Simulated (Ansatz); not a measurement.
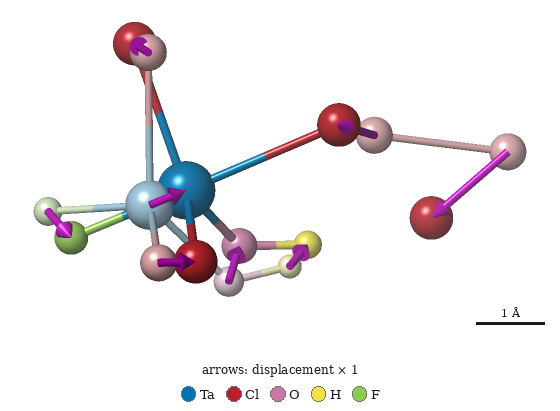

A relaxation of TaHOCl$_{4}$F (multiplicity 2). The starting structure is drawn faded, the final one solid; purple arrows show the displacements, at their true length. The two geometries are superimposed by the best rigid fit.

The picture is a ball-and-stick view, seen at a tilt.

The run prepares an end point of a later path (reaction) calculation, from a guessed geometry.

Theory: Ansatz, UKS PBE/def2-SVP.

Input
```yaml
crystal:
  periodic: [false, false, false]
  atoms:
    - { symbol: Ta, position_ang: [-0.689825, -0.061795, -0.060326] }
    - { symbol: Cl, position_ang: [2.966343, -0.182978, 0.056554] }
    - { symbol: O, position_ang: [0.278594, -0.285162, 1.532945] }
    - { symbol: H, position_ang: [1.260744, -0.332224, 1.626463] }
    - { symbol: Cl, position_ang: [-0.142031, -0.127158, -2.30412] }
    - { symbol: Cl, position_ang: [-1.398486, 2.120717, 0.133174] }
    - { symbol: F, position_ang: [-1.811965, -1.564709, 0.013652] }
    - { symbol: Cl, position_ang: [4.861926, -0.016491, 0.908757] }
magnetization:
  spin_polarized: true
  initial_magnetization: 1
basis:
  gaussian: { orbitals: def2-SVP }
hamiltonian:
  xc: pbe
relax:
  f_tol: 0.03
  max_steps: 50
output:
  orbitals: {}
```

Run as
```bash
ansatz run input.yaml --threads 4 --pin off --max-ram 5120MiB --backend cpu --events-out ev --progress --plain --runs-dir out
```

Question: Which element moves most?

Answer: Chlorine: up to 1.51 Å, against 0.83 Å for oxygen.

Question: Describe the change and its energy.

Answer: The largest move after the best rigid fit is that of Cl8, 1.51 Å. Largest moves by element: Cl 1.51 Å, O 0.83 Å, F 0.82 Å, H 0.66 Å, Ta 0.59 Å. Near-neighbour distances that change, for instance: H4–Cl8 3.686 → 1.891 Å, Ta1–Cl2 3.660 → 2.495 Å, Cl2–Cl8 2.085 → 2.668 Å, O3–H4 0.988 → 1.037 Å. New bonds form, among them: Ta1–Cl2 (3.66 → 2.49 Å). Bond angles that change, for instance: Cl6–Ta1–F7 124.9° → 93.3°, Cl5–Ta1–Cl6 100.4° → 121.6°, O3–Ta1–Cl6 101.5° → 117.5°. The energy falls by 2.033 eV in 22 accepted moves (24 points after the start). The largest force component goes from 1.5 to 0.026 eV/Å. The line search rejected the trial steps at points 13, 20 of the run.

Limits of the set-up: the start holds two separate molecules, 2.3 Å apart at their closest, whose relative position is a soft coordinate and is computed without a dispersion correction.
